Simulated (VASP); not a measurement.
Band structure of TiPt₃ (space group Pm-3m). All values below come from PBE GGA, VASP's PBE PAW potentials (set 64) (plane waves; VASP).

Unless said otherwise, spin-orbit coupling is left out, though it shifts the bands of the heavy elements here.

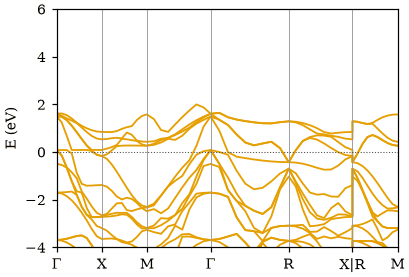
Bands along high-symmetry lines, zero at the valence-band maximum or, without a gap, the Fermi level

Read the plot: is there a gap, and where are the band edges?

It has no gap at this level: it comes out as a metal or semimetal.

The structure comes from a computed database's TiPt3 entry; how it stands against other phases isn't given here. The cell was not relaxed at this level.
